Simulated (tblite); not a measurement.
# Geometry relaxation of C2H15B2NSi2 (part 2 of 4)

C2H15B2NSi2; GFN2-xTB geometry optimisation, gas phase (tblite 0.8.0). It belongs to a series of runs on one base structure; here: H on C replaced by BH2.

Geometry of the input (Å):
```
B  -3.3432  -0.9544  -0.0736
C  -1.7577  -1.0502  -0.0025
C  -1.1855  0.2696  -0.3565
B  0.3686  0.4150  -0.3584
Si 0.7476  2.1968  0.3284
N  1.1137  -0.6945  0.3799
Si 2.8597  -0.7388  -0.0626
H  -3.8082  0.1420  -0.2693
H  -3.9875  -1.8618  -0.5117
H  -1.4845  -1.9025  -0.6219
H  -1.5425  -1.2509  1.0892
H  -1.6015  1.0049  0.3981
H  -1.5743  0.5168  -1.3672
H  0.7819  0.3651  -1.4909
H  0.0455  2.4349  1.5906
H  2.1698  2.4202  0.5883
H  0.2728  3.1823  -0.6516
H  1.0636  -0.5974  1.4177
H  0.7555  -1.6383  0.1415
H  3.4140  0.6025  -0.2639
H  3.6141  -1.3716  1.0121
H  3.0674  -1.4703  -1.3173
```

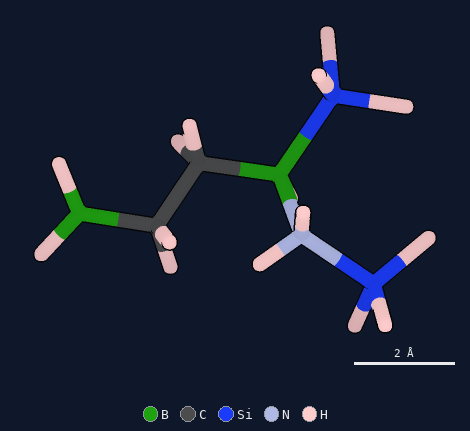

*The geometry at step 56 of the log (stick view, seen at a tilt).*

Trajectory as extended XYZ, continued:
```
22
Properties=species:S:1:pos:R:3:forces:R:3 step=33 energy=-564.95050
B    -3.3737   -1.2153   -0.1684    0.0750   0.0020  -0.0120
C    -1.8062   -1.0408   -0.1171    0.0310  -0.0790   0.0030
C    -1.2757    0.3787   -0.4130   -0.0090   0.0060   0.0060
B     0.3537    0.6042   -0.5357    0.0710   0.0500  -0.0180
Si    0.8578    2.3508    0.2447   -0.0060  -0.0040  -0.0670
N     1.1722   -0.5605    0.3860   -0.0610  -0.0410   0.0740
Si    2.8936   -0.9025    0.0120   -0.0680   0.0190  -0.0180
H    -4.0871   -0.3752    0.2304    0.0870  -0.0090  -0.0100
H    -3.8476   -2.2133   -0.5684    0.0510   0.0660   0.0130
H    -1.2994   -1.7486   -0.7800    0.0050  -0.1000  -0.0220
H    -1.5124   -1.3015    0.9094   -0.0020  -0.0750   0.0350
H    -1.6997    1.0423    0.3450   -0.0650   0.0060   0.0190
H    -1.7270    0.6846   -1.3604    0.0370   0.1120  -0.0090
H     0.7654    0.3828   -1.6392   -0.0740  -0.0050  -0.0290
H     0.3161    2.5252    1.6171    0.0520  -0.0120   0.0110
H     2.3157    2.5379    0.4620   -0.0270   0.0720   0.0110
H     0.4148    3.5658   -0.4505    0.0380   0.0280  -0.0170
H     1.0449   -0.2729    1.3505   -0.0130   0.0380   0.0630
H     0.5884   -1.3828    0.2556   -0.0250  -0.0790  -0.0250
H     3.6055    0.3525   -0.1295    0.0010   0.0600   0.0160
H     3.3958   -1.6828    1.1482   -0.0460  -0.0150   0.0250
H     2.8942   -1.7092   -1.2004   -0.0530  -0.0410  -0.0480
22
Properties=species:S:1:pos:R:3:forces:R:3 step=38 energy=-564.96942
B    -3.3314   -1.2442   -0.1670    0.0130  -0.0200  -0.0320
C    -1.7733   -1.0507   -0.1347    0.0120   0.0390  -0.0080
C    -1.2827    0.3931   -0.4090    0.0410  -0.0110  -0.0030
B     0.3457    0.6236   -0.5463   -0.0400  -0.0740   0.0360
Si    0.8673    2.3683    0.2252    0.0110  -0.0410   0.0090
N     1.1453   -0.5474    0.3999   -0.0020   0.0490  -0.0590
Si    2.8597   -0.9155    0.0126   -0.0330   0.0180   0.0280
H    -4.0385   -0.4256    0.2657   -0.0440   0.1090   0.0570
H    -3.8031   -2.2298   -0.5865    0.0080  -0.0330  -0.0300
H    -1.2760   -1.7475   -0.8199    0.0720   0.0400   0.0520
H    -1.4711   -1.3219    0.8892    0.0260  -0.0480  -0.0620
H    -1.7163    1.0442    0.3591    0.0010  -0.1260   0.0030
H    -1.7363    0.7206   -1.3506    0.0040  -0.0120   0.0470
H     0.7212    0.3779   -1.6594    0.0340   0.0160   0.0710
H     0.3779    2.5383    1.6189   -0.0300  -0.0240  -0.0150
H     2.3213    2.5512    0.4486    0.0600   0.0610  -0.0550
H     0.4266    3.5944   -0.4479    0.0180   0.0390  -0.0320
H     1.0255   -0.2315    1.3588   -0.0150  -0.0290  -0.0430
H     0.5609   -1.3746    0.2831   -0.0210   0.0550   0.0190
H     3.6100    0.3272   -0.1057   -0.0740  -0.0560  -0.0080
H     3.3174   -1.7022    1.1686   -0.0080  -0.0100  -0.0570
H     2.8394   -1.7286   -1.2044   -0.0340   0.0590   0.0820
22
Properties=species:S:1:pos:R:3:forces:R:3 step=42 energy=-564.97984
B    -3.3093   -1.2679   -0.1650    0.0140  -0.0050  -0.0280
C    -1.7541   -1.0504   -0.1536    0.0140  -0.0460  -0.0080
C    -1.2863    0.4010   -0.4082   -0.0100  -0.0050   0.0370
B     0.3356    0.6332   -0.5456    0.0300   0.0840  -0.0230
Si    0.8786    2.3813    0.2129    0.0130   0.0080  -0.0340
N     1.1241   -0.5215    0.3984   -0.0120   0.0000   0.0380
Si    2.8264   -0.9265    0.0262    0.0020  -0.0220   0.0020
H    -4.0197   -0.4689    0.3098    0.0100  -0.0010  -0.0060
H    -3.7596   -2.2552   -0.6066   -0.0370   0.0200  -0.0040
H    -1.2423   -1.7272   -0.8455    0.0120  -0.0030  -0.0640
H    -1.4334   -1.3426    0.8583   -0.0210   0.0080   0.0200
H    -1.7292    1.0235    0.3735    0.0120  -0.0050   0.0870
H    -1.7478    0.7470   -1.3383   -0.0090  -0.0510   0.0110
H     0.7039    0.3871   -1.6593    0.0600  -0.0020   0.0260
H     0.4153    2.5400    1.6164   -0.0350  -0.0100  -0.0010
H     2.3398    2.5609    0.4123    0.0130   0.0320  -0.0600
H     0.4427    3.6217   -0.4459    0.0210  -0.0340   0.0000
H     1.0126   -0.1938    1.3525   -0.0170   0.0220   0.0480
H     0.5317   -1.3455    0.3067   -0.0430   0.0030  -0.0270
H     3.6085    0.2880   -0.0895   -0.0040   0.0790  -0.0100
H     3.2569   -1.7299    1.1739    0.0210  -0.0540   0.0380
H     2.7953   -1.7351   -1.1850   -0.0350  -0.0170  -0.0440
22
Properties=species:S:1:pos:R:3:forces:R:3 step=47 energy=-564.99025
B    -3.2878   -1.2712   -0.1789    0.0070  -0.0270   0.0200
C    -1.7311   -1.0674   -0.1649   -0.0050   0.0050   0.0000
C    -1.2820    0.3956   -0.3905    0.0230  -0.0040  -0.0050
B     0.3368    0.6448   -0.5413    0.0280  -0.0560   0.0240
Si    0.8937    2.3906    0.2014   -0.0120  -0.0010   0.0030
N     1.1069   -0.5139    0.4133    0.0340   0.0020   0.0380
Si    2.8048   -0.9307    0.0337    0.0020   0.0040   0.0040
H    -3.9789   -0.4669    0.3173    0.0000  -0.0250  -0.0240
H    -3.7579   -2.2477   -0.6224   -0.0280   0.0210  -0.0310
H    -1.2111   -1.7240   -0.8716   -0.0370  -0.0080  -0.0060
H    -1.4169   -1.3679    0.8469   -0.0130  -0.0390  -0.0140
H    -1.7280    0.9890    0.4143    0.0550   0.0180  -0.0230
H    -1.7543    0.7426   -1.3141   -0.0330   0.0400   0.0410
H     0.7153    0.3816   -1.6475    0.0020   0.0170  -0.0050
H     0.4235    2.5360    1.6053    0.0170   0.0220  -0.0050
H     2.3540    2.6010    0.3733    0.0010  -0.0180  -0.0170
H     0.4578    3.6249   -0.4579   -0.0440   0.0430  -0.0350
H     0.9922   -0.1826    1.3663   -0.0110  -0.0120   0.0230
H     0.5024   -1.3295    0.3105    0.0140   0.0460   0.0160
H     3.5769    0.2964   -0.0848   -0.0270  -0.0430   0.0140
H     3.2285   -1.7520    1.1768    0.0240   0.0060  -0.0340
H     2.7448   -1.7294   -1.1868    0.0010   0.0100   0.0120
22
Properties=species:S:1:pos:R:3:forces:R:3 step=52 energy=-564.99598
B    -3.2724   -1.2950   -0.1791   -0.0390   0.0410  -0.0510
C    -1.7188   -1.0742   -0.1798   -0.0170   0.0060  -0.0020
C    -1.2769    0.3966   -0.3825   -0.0060  -0.0030   0.0140
B     0.3429    0.6506   -0.5371   -0.0510   0.0460  -0.0180
Si    0.8996    2.4070    0.1861   -0.0130   0.0260  -0.0070
N     1.1023   -0.4944    0.4343   -0.0340   0.0130  -0.0120
Si    2.7861   -0.9440    0.0451   -0.0040  -0.0060   0.0040
H    -3.9650   -0.5061    0.3359   -0.0150   0.0060   0.0210
H    -3.7513   -2.2534   -0.6504    0.0100  -0.0160  -0.0220
H    -1.2025   -1.7142   -0.9042   -0.0180   0.0010   0.0100
H    -1.4027   -1.3964    0.8252    0.0170  -0.0260  -0.0180
H    -1.7081    0.9803    0.4365    0.0200  -0.0240   0.0440
H    -1.7743    0.7629   -1.2856    0.0490   0.0120   0.0040
H     0.7209    0.3904   -1.6439    0.0130  -0.0360   0.0100
H     0.4489    2.5462    1.5991    0.0340   0.0380  -0.0280
H     2.3661    2.6082    0.3295   -0.0370  -0.0040  -0.0070
H     0.4549    3.6471   -0.4679   -0.0180  -0.0440   0.0090
H     0.9786   -0.1581    1.3846    0.0450   0.0020   0.0140
H     0.4799   -1.2939    0.3269    0.0060  -0.0390   0.0260
H     3.5662    0.2738   -0.0701    0.0340   0.0180   0.0090
H     3.2068   -1.7805    1.1752    0.0280  -0.0120   0.0050
H     2.7083   -1.7332   -1.1793   -0.0050  -0.0010  -0.0030
22
Properties=species:S:1:pos:R:3:forces:R:3 step=56 energy=-565.00115
B    -3.2729   -1.2996   -0.1976    0.0140   0.0010   0.0160
C    -1.7175   -1.0811   -0.1908    0.0130  -0.0070  -0.0260
C    -1.2709    0.3931   -0.3694   -0.0230   0.0160   0.0280
B     0.3411    0.6605   -0.5371    0.0210  -0.0870   0.0400
Si    0.8990    2.4213    0.1679    0.0070  -0.0360   0.0380
N     1.0948   -0.4799    0.4515    0.0540  -0.0510   0.0150
Si    2.7712   -0.9516    0.0547    0.0490   0.0210  -0.0090
H    -3.9579   -0.5270    0.3490   -0.0470   0.0270   0.0050
H    -3.7538   -2.2523   -0.6817    0.0260   0.0280  -0.0260
H    -1.2039   -1.7104   -0.9244    0.0000   0.0000  -0.0650
H    -1.3947   -1.4336    0.8028   -0.0340   0.0350  -0.0070
H    -1.6801    0.9625    0.4696   -0.0490  -0.0280   0.0550
H    -1.7768    0.7830   -1.2567    0.0030   0.0040  -0.0060
H     0.7321    0.3813   -1.6346   -0.0250  -0.0180  -0.0090
H     0.4773    2.5713    1.5864    0.0010   0.0280   0.0060
H     2.3641    2.6225    0.2950    0.0090   0.0060  -0.0250
H     0.4414    3.6549   -0.4782   -0.0400   0.0280  -0.0420
H     0.9832   -0.1461    1.4051    0.0150   0.0210  -0.0330
H     0.4689   -1.2779    0.3471    0.0080   0.0000   0.0430
H     3.5595    0.2640   -0.0554    0.0170  -0.0180   0.0090
H     3.2086   -1.8032    1.1700   -0.0160   0.0200  -0.0180
H     2.6768   -1.7326   -1.1748   -0.0020   0.0090   0.0130
22
Properties=species:S:1:pos:R:3:forces:R:3 step=61 energy=-565.01519
B    -3.2731   -1.2854   -0.2337   -0.0300  -0.0060   0.0340
C    -1.7148   -1.0973   -0.2213   -0.0380   0.0300  -0.0070
C    -1.2605    0.3831   -0.3168    0.0590  -0.0610  -0.0200
B     0.3499    0.6352   -0.5049   -0.0120   0.0970   0.0190
Si    0.8847    2.4299    0.1392    0.0080   0.0600  -0.0290
N     1.1036   -0.4813    0.4996   -0.0310   0.0350   0.0090
Si    2.7661   -0.9530    0.0644    0.0120  -0.0500  -0.0180
H    -3.9560   -0.5309    0.3479    0.0230  -0.0420  -0.0380
H    -3.7507   -2.2081   -0.7734   -0.0500   0.0250  -0.0210
H    -1.2238   -1.6972   -0.9971    0.0270   0.0970   0.0270
H    -1.3866   -1.5029    0.7498   -0.0200  -0.0080  -0.0310
H    -1.6385    0.8981    0.5762   -0.0440  -0.0570  -0.1440
H    -1.7711    0.8295   -1.1770   -0.0230   0.0150   0.1320
H     0.7426    0.3439   -1.6027   -0.0990  -0.0190   0.0530
H     0.5263    2.6534    1.5656   -0.0210  -0.0260  -0.0150
H     2.3525    2.6370    0.1994    0.0170   0.0610  -0.0350
H     0.3685    3.6362   -0.5379    0.0540  -0.1260   0.0290
H     1.0143   -0.1224    1.4444    0.0150   0.0380   0.0360
H     0.4583   -1.2663    0.4252    0.0450  -0.0580   0.0330
H     3.5587    0.2564   -0.0249    0.0600   0.0570  -0.0160
H     3.2226   -1.8288    1.1466    0.0110  -0.0350   0.0570
H     2.6166   -1.7095   -1.1702    0.0380  -0.0270  -0.0550
22
Properties=species:S:1:pos:R:3:forces:R:3 step=66 energy=-565.03442
B    -3.2770   -1.2866   -0.2813    0.0200  -0.0140  -0.1070
C    -1.7159   -1.1140   -0.2743    0.0400  -0.0060   0.0020
C    -1.2420    0.3600   -0.2489   -0.1360   0.0810   0.0670
B     0.3525    0.6308   -0.4574    0.0100  -0.0650   0.0160
Si    0.8878    2.4569    0.0968    0.0470  -0.1090  -0.0090
N     1.1131   -0.4658    0.5713    0.0390   0.0010   0.0470
Si    2.7570   -0.9716    0.0808   -0.0310   0.0300   0.0270
H    -3.9497   -0.5705    0.3583    0.0330  -0.0670  -0.0250
H    -3.7622   -2.1498   -0.9098   -0.0600   0.0530   0.0440
H    -1.2255   -1.6410   -1.1005   -0.0300   0.0240   0.0410
H    -1.3833   -1.6056    0.6564    0.0090  -0.0070  -0.0600
H    -1.5994    0.7890    0.6902   -0.0340   0.0580   0.1040
H    -1.7802    0.9003   -1.0307   -0.0350  -0.0170  -0.0630
H     0.7210    0.2878   -1.5454   -0.0290   0.0560  -0.0280
H     0.5994    2.7530    1.5250   -0.0030  -0.0460  -0.0070
H     2.3514    2.7018    0.0462   -0.0220   0.0470  -0.0140
H     0.2960    3.6001   -0.6095    0.0100   0.0060  -0.0390
H     1.0577   -0.0647    1.5030    0.0350  -0.0220  -0.0160
H     0.4572   -1.2488    0.5486    0.0970   0.0490   0.0310
H     3.5686    0.2379    0.0174   -0.0320  -0.0950  -0.0280
H     3.2273   -1.8867    1.1318   -0.0230   0.0250  -0.0230
H     2.5357   -1.6928   -1.1696    0.0950   0.0170   0.0390
22
Properties=species:S:1:pos:R:3:forces:R:3 step=70 energy=-565.05089
B    -3.2775   -1.2945   -0.3363    0.0010   0.1070   0.0580
C    -1.7198   -1.1066   -0.3154   -0.1210   0.0510  -0.0190
C    -1.2657    0.3656   -0.1795    0.1870  -0.0500   0.0110
B     0.3333    0.6205   -0.4075   -0.0350  -0.0360  -0.0180
Si    0.8992    2.4497    0.0708   -0.0940   0.0520  -0.0810
N     1.1357   -0.4437    0.6289   -0.0010   0.0070  -0.0520
Si    2.7507   -0.9868    0.0986    0.0430  -0.0100   0.0180
H    -3.9508   -0.6385    0.3612    0.0040  -0.0030   0.0230
H    -3.7801   -2.0962   -1.0167   -0.0510  -0.0930  -0.0950
H    -1.2332   -1.5526   -1.1823    0.0630  -0.0380  -0.1200
H    -1.3608   -1.6684    0.5552    0.0490  -0.0750   0.1250
H    -1.6000    0.7294    0.7926   -0.0890   0.0610   0.1150
H    -1.8061    0.9515   -0.9246   -0.0490   0.0340  -0.0150
H     0.6627    0.2646   -1.5018    0.0370  -0.0010  -0.0370
H     0.6553    2.8151    1.4897    0.0450  -0.0480   0.0100
H     2.3438    2.7354   -0.0880    0.0160   0.0140   0.0330
H     0.2380    3.5312   -0.6728    0.0190   0.0400  -0.0160
H     1.1194   -0.0040    1.5413    0.0510   0.0450   0.0880
H     0.4991   -1.2348    0.6815   -0.1190  -0.0660  -0.0230
H     3.6053    0.1831    0.0371    0.0340   0.0790  -0.0200
H     3.2103   -1.9236    1.1291   -0.0060  -0.0350   0.0420
H     2.5309   -1.6771   -1.1628    0.0170  -0.0360  -0.0280
22
Properties=species:S:1:pos:R:3:forces:R:3 step=75 energy=-565.05790
B    -3.2842   -1.2963   -0.3445    0.0200  -0.0440   0.0010
C    -1.7252   -1.1055   -0.3238    0.0220  -0.0340   0.0140
C    -1.2624    0.3651   -0.1682   -0.0270  -0.0160  -0.0060
B     0.3327    0.6216   -0.4087    0.0100   0.0220   0.0020
Si    0.8955    2.4592    0.0534   -0.0070   0.0110  -0.0110
N     1.1381   -0.4394    0.6364   -0.0080  -0.0070  -0.0170
Si    2.7539   -0.9930    0.1064   -0.0030   0.0110   0.0020
H    -3.9554   -0.6643    0.3754   -0.0090   0.0200   0.0090
H    -3.7864   -2.1019   -1.0326    0.0170   0.0410  -0.0090
H    -1.2320   -1.5452   -1.1970   -0.0280   0.0380   0.0130
H    -1.3658   -1.6813    0.5451   -0.0120   0.0000  -0.0060
H    -1.6064    0.7253    0.8082    0.0270  -0.0220  -0.0110
H    -1.8092    0.9578   -0.9069   -0.0020   0.0130   0.0080
H     0.6644    0.2662   -1.5050   -0.0040  -0.0260   0.0250
H     0.6762    2.8084    1.4809    0.0070  -0.0260   0.0080
H     2.3415    2.7542   -0.0995   -0.0080  -0.0180   0.0040
H     0.2434    3.5538   -0.6783   -0.0070   0.0170  -0.0110
H     1.1321    0.0077    1.5491    0.0200  -0.0220  -0.0400
H     0.4885   -1.2238    0.6905   -0.0060   0.0310   0.0000
H     3.6112    0.1793    0.0397   -0.0090   0.0080  -0.0050
H     3.2066   -1.9406    1.1327   -0.0120   0.0070   0.0290
H     2.5324   -1.6881   -1.1549    0.0190  -0.0050   0.0040
22
Properties=species:S:1:pos:R:3:forces:R:3 step=80 energy=-565.06017
B    -3.2779   -1.3042   -0.3509   -0.0210   0.0360   0.0050
C    -1.7206   -1.1082   -0.3313   -0.0060   0.0180   0.0030
C    -1.2653    0.3617   -0.1513    0.0070   0.0160   0.0030
B     0.3285    0.6235   -0.4005   -0.0070  -0.0080  -0.0140
Si    0.8919    2.4659    0.0384    0.0040  -0.0220   0.0220
N     1.1372   -0.4320    0.6437    0.0110   0.0070   0.0090
Si    2.7484   -0.9977    0.1143    0.0040  -0.0020  -0.0080
H    -3.9485   -0.6834    0.3816    0.0030  -0.0170   0.0030
H    -3.7815   -2.0829   -1.0665    0.0040   0.0120  -0.0070
H    -1.2334   -1.5159   -1.2207    0.0030  -0.0310  -0.0030
H    -1.3523   -1.7017    0.5208    0.0120  -0.0050  -0.0100
H    -1.5980    0.7038    0.8348    0.0110  -0.0190   0.0060
H    -1.8202    0.9683   -0.8731   -0.0020  -0.0100   0.0110
H     0.6581    0.2546   -1.4918   -0.0120  -0.0060  -0.0180
H     0.7002    2.8127    1.4716   -0.0100  -0.0050  -0.0120
H     2.3369    2.7538   -0.1306   -0.0010  -0.0040  -0.0100
H     0.2294    3.5529   -0.6958    0.0010   0.0160   0.0120
H     1.1511    0.0218    1.5518   -0.0080   0.0160   0.0080
H     0.4782   -1.2068    0.7163    0.0110   0.0080  -0.0160
H     3.6121    0.1707    0.0441   -0.0150  -0.0070   0.0080
H     3.1881   -1.9505    1.1432   -0.0090   0.0260   0.0100
H     2.5270   -1.6871   -1.1496    0.0160  -0.0180  -0.0010
```
